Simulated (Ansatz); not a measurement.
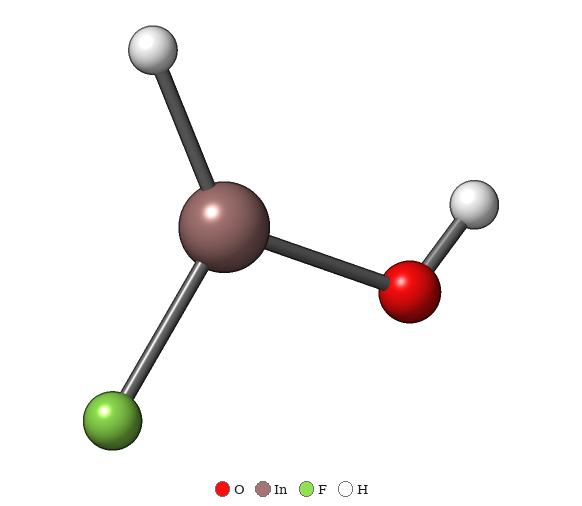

Computed geometry: PBE0-D4/def2-TZVP optimisation.

> What is the molecular formula?

FH2InO, 5 atoms: 1 fluorine, 2 hydrogen, 1 indium and 1 oxygen.

> How many sets of symmetry-equivalent atoms are there?

5: 1 O, 1 In, 1 F, 1 H, 1 H.

> Write the SMILES.

[OH][InH][F]

The parts below concern this one geometry. Atoms keep their numbers from picture to picture.

**Electronic properties**

Level of theory: RKS ωB97X-V/def2-TZVPP, core potentials on In (Ansatz 0.2.0).

> Estimate the HOMO–LUMO gap.

11.81 eV.

> Estimate the vertical ionisation energy.

11.50 eV.

> What is the HOMO energy (Kohn–Sham orbital)?

−11.43 eV.

**Vibrations**

Harmonic vibrations computed with RKS PBE0-D4/def2-TZVP, core potentials on In (Ansatz 0.2.0) at a stationary point of the same level.

> List the wavenumbers.

9 modes: 151, 308, 403, 412, 600, 623, 806, 1903, 3893 cm⁻¹.

**Charges**

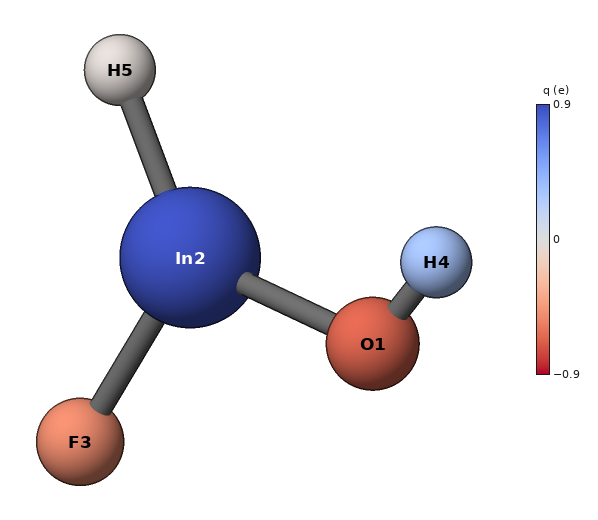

Atoms are coloured by their Mulliken charges. Method: RKS PBE0-D4/def2-TZVP, core potentials on In (Ansatz 0.2.0).

List the Mulliken charges.

| atom | value (e) |
| --- | --- |
| O1 | −0.64 |
| In2 | 0.86 |
| F3 | −0.49 |
| H4 | 0.31 |
| H5 | −0.03 |

**Dipole moment**

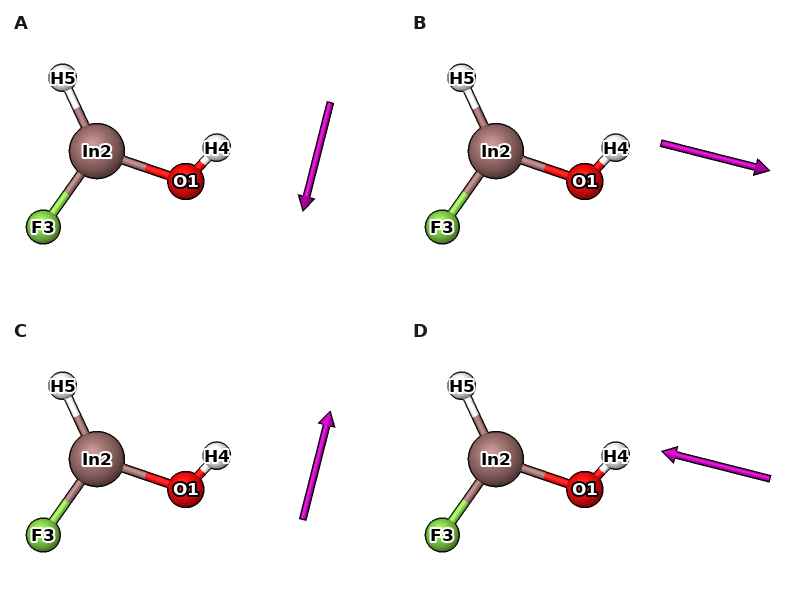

The same molecule four times, each with an arrow. Method: RKS r2SCAN-D4/def2-TZVPP, core potentials on In (Ansatz 0.2.0).

> Which arrow points along the dipole moment, from the negative to the positive end?

C. The dipole moment is 4.05 D; it points from the side of F3 to the side of H5 (the outermost atoms at the two ends).

Mulliken values depend strongly on the basis set and can even reverse the polarity of a bond.
